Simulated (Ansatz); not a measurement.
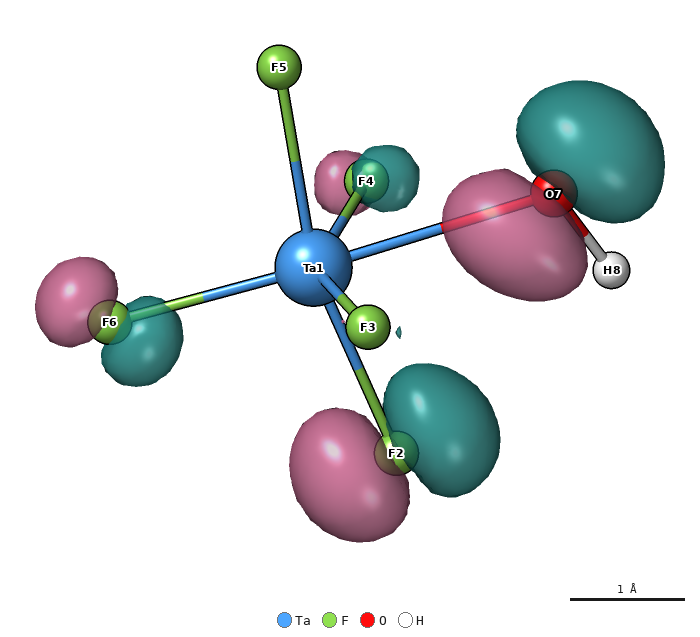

Figure 1: F5HOTa (doublet). The HOMO−1 (α) at ±0.2 Å⁻³ᐟ² (teal and pink are the two phases), seen at a tilt.

Core potentials replace the inner electrons of Ta.

Theory: Ansatz, UKS PBE/def2-SVP.

The calculation's input:

```
crystal:
  periodic: [false, false, false]
  atoms:
    - { symbol: Ta, position_ang: [-0.532463, 0.021771, -0.004326] }
    - { symbol: F, position_ang: [2.594777, -0.076213, -0.023035] }
    - { symbol: F, position_ang: [0.094998, 0.016989, 1.774489] }
    - { symbol: F, position_ang: [0.067482, 0.027589, -1.790219] }
    - { symbol: F, position_ang: [-1.202927, 1.781171, 0.007595] }
    - { symbol: F, position_ang: [-1.130694, -1.764002, -0.000638] }
    - { symbol: O, position_ang: [3.944267, -0.00723, -0.003611] }
    - { symbol: H, position_ang: [4.171659, -0.915275, 0.302245] }
magnetization:
  spin_polarized: true
  initial_magnetization: 1
basis:
  gaussian: { orbitals: def2-SVP }
hamiltonian:
  xc: pbe
relax:
  f_tol: 0.03
  max_steps: 50
output:
  orbitals: {}
```

Launched as:

```sh
ansatz run input.yaml --threads 4 --pin off --max-ram 5120MiB --backend cpu --events-out ev --progress --plain --runs-dir out
```

The fields are those of the run's last geometry, not of the input's.

What is the character of this orbital?

By Hirshfeld shares it lies mainly on O7 (about 45 %), F2 (about 35 %) and F6 (about 10 %); largely a combination of lone pairs on O7, F2 and F6. Its energy is −9.76 eV.
